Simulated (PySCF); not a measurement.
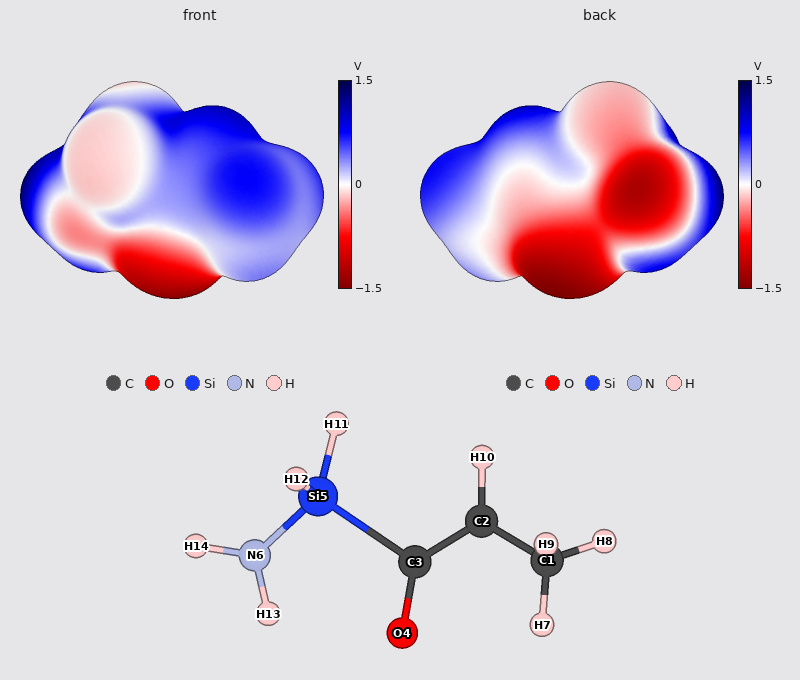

*C3H8NOSi (SMILES C[CH]C(=O)[SiH2]N) (doublet). The molecular electrostatic potential painted on the density surface at 0.001 e/bohr³, seen from the front and from behind; the colour scale runs from red (negative) to blue (positive). The bare structure is drawn below in the same view.*

Geometry: GFN2-xTB.

Theory: UKS B3LYP, pcH-1 on C H N O Si, non-relativistic, mean-field spin-orbit, GIAO (PySCF).

```json
{"atom": "C", "x (Å)": "-2.5472", "y (Å)": "-0.2031", "z (Å)": "0.1554"}
{"atom": "C", "x (Å)": "-1.2056", "y (Å)": "-0.1348", "z (Å)": "0.8030"}
{"atom": "C", "x (Å)": "-0.0576", "y (Å)": "-0.4100", "z (Å)": "0.1109"}
{"atom": "O", "x (Å)": "0.1625", "y (Å)": "-1.0884", "z (Å)": "-0.8951"}
{"atom": "Si", "x (Å)": "1.5067", "y (Å)": "0.6128", "z (Å)": "0.7223"}
{"atom": "N", "x (Å)": "2.7911", "y (Å)": "-0.2417", "z (Å)": "-0.0085"}
{"atom": "H", "x (Å)": "-2.4838", "y (Å)": "-0.7705", "z (Å)": "-0.7704"}
{"atom": "H", "x (Å)": "-3.2528", "y (Å)": "-0.6878", "z (Å)": "0.8319"}
{"atom": "H", "x (Å)": "-2.9403", "y (Å)": "0.7919", "z (Å)": "-0.0685"}
{"atom": "H", "x (Å)": "-1.1429", "y (Å)": "0.3389", "z (Å)": "1.7698"}
{"atom": "H", "x (Å)": "1.5766", "y (Å)": "0.5035", "z (Å)": "2.1791"}
{"atom": "H", "x (Å)": "1.3043", "y (Å)": "2.0034", "z (Å)": "0.2963"}
{"atom": "H", "x (Å)": "2.5684", "y (Å)": "-0.8509", "z (Å)": "-0.7822"}
{"atom": "H", "x (Å)": "3.7199", "y (Å)": "0.1362", "z (Å)": "-0.0861"}
```

Q: Which sites attract a positive test charge, and which a negative one?

A: A positive charge is drawn to the negative regions and a negative charge to the positive ones. The most negative region (about −1.5 V, or −35 kcal/mol for a unit charge) lies over O4, the most positive (about +1.3 V, or +30 kcal/mol for a unit charge) over H14. O4 is the likeliest acceptor of a hydrogen bond.
